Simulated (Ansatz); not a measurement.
## How basis sets differ on AlCl (aluminium monochloride)

AlCl: 2 atoms, total charge 0, spin state singlet. SMILES: `[Al][Cl]`. The bond length is the measured one. The run starts from this shape.

```xyz
2

Al    0.0000    0.0000    0.0000
Cl    0.0000    0.0000    2.1301
```

Each level gives the adiabatic ionisation energy (to the doublet cation, no zero-point term) (eV). The values are calculated.

```json
{"level": "HF/STO-3G", "kind": "Hartree–Fock", "program": "Ansatz", "value (eV)": "5.56"}
{"level": "HF/3-21G", "kind": "Hartree–Fock", "program": "Ansatz", "value (eV)": "8.72"}
{"level": "HF/6-31G* (Cartesian functions)", "kind": "Hartree–Fock", "program": "Ansatz", "value (eV)": "8.29"}
{"level": "HF/cc-pVTZ", "kind": "Hartree–Fock", "program": "Ansatz", "value (eV)": "8.20"}
```

The values span 5.56 to 8.72 eV.

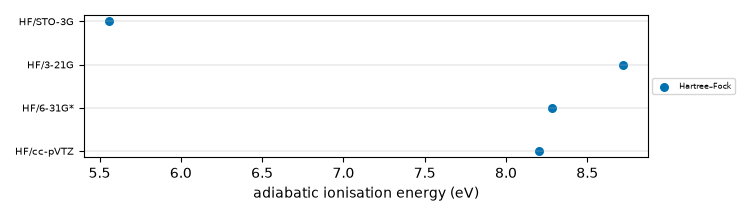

The values of the table, level by level.
